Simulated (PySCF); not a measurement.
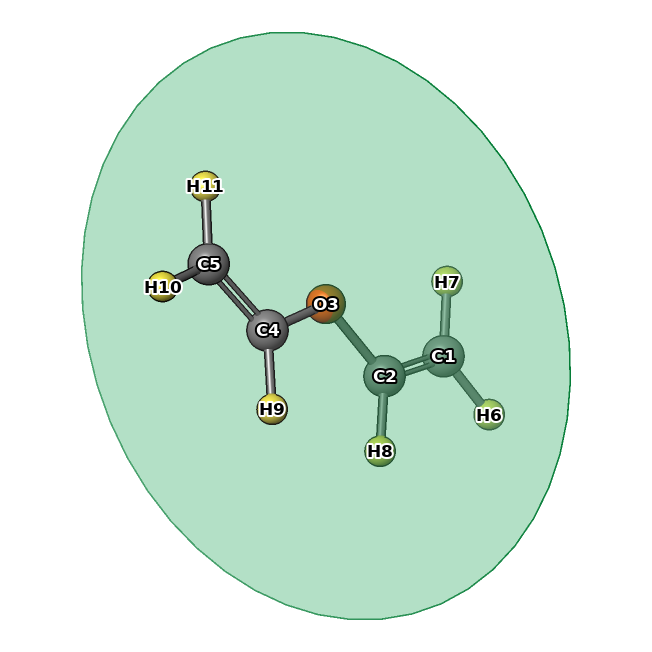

A disc through the centre of mass is drawn in. Distant atoms are faded towards the background colour. The geometry was computed by an optimisation with GFN2-xTB. No frequency run is at hand to confirm it as a minimum.

> Is the plane of the disc a mirror plane of the structure?

No. The point group is C2v, with 1 C2 axis and 2 mirror planes, and this plane isn't one of its mirror planes.
